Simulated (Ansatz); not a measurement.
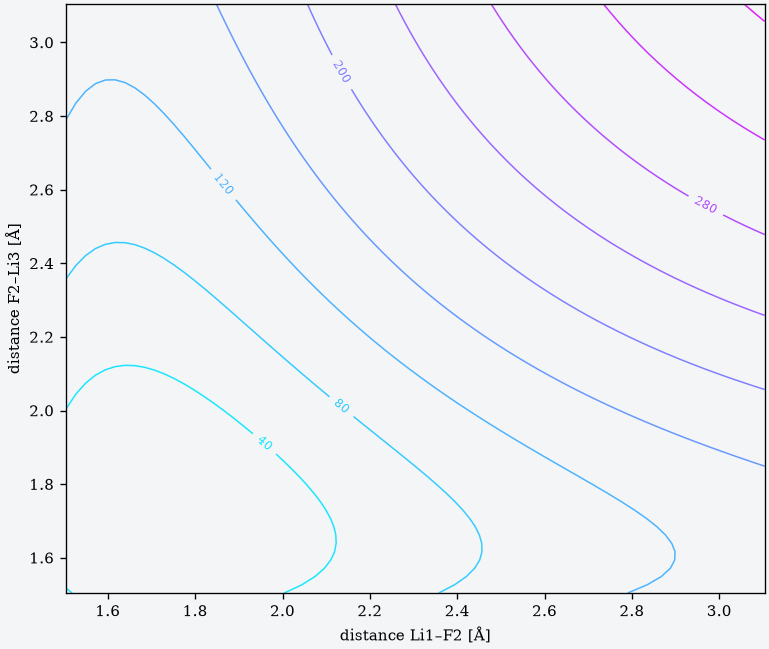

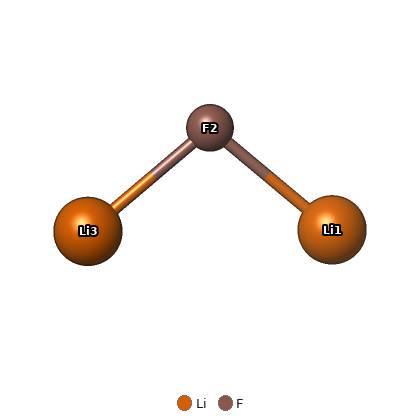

Energy landscape of the system Li⁺ + FLi. 
- Coordinates scanned: (1) distance Li1–F2; (2) distance F2–Li3.
- Nothing is relaxed (the angle Li1–F2–Li3 is fixed at 100 degrees).
- The grid has 17 × 17 points; 153 points were computed and 136 follow by symmetry.
- Energies are in kJ/mol, from the lowest grid point.
- Computed with Ansatz, RHF/def2-TZVPD.

In the figure: contour lines labelled in kJ/mol. Between grid points the surface is interpolated. The second picture is the structure at the lowest point.

**What does the map say about the system?**

The lowest grid point is at distance Li1–F2 = 1.686 Å, distance F2–Li3 = 1.686 Å. No other kind of well shows on this grid. The highest grid point, distance Li1–F2 = 3.104 Å, distance F2–Li3 = 3.104 Å, lies 365 kJ/mol above the lowest.

Each point was launched as `ansatz run input.yaml --threads 1 --pin off --max-ram 2560MiB --backend cpu --events-out ev --progress --plain --runs-dir out`. The whole map (153 points run) took 56 s on 1 thread of Intel(R) Xeon(R) 6975P-C (Granite Rapids), with other jobs on the host.
